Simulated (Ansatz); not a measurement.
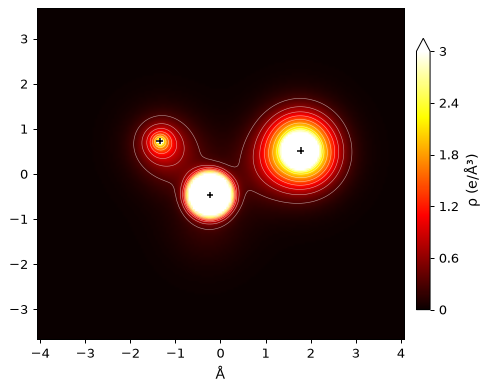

The total electron density on a plane through atoms (crosses mark nuclei in the plane).

Computed with RKS PBE0-D4/def2-TZVPD in Ansatz 0.2.0.

Candidates:
A. BrGaH3 (charge −1)
B. AlClH3 (charge −1)

Which candidate gave the map?

Candidate B: AlClH3 on the plane of atoms Cl2, Al1 and H5, which holds Al, Cl and H. Al–Cl (2.24 Å): ρ is about 0.55 e/Å³ halfway. Al–H (1.63 Å): ρ at the midpoint is about 0.49 e/Å³.
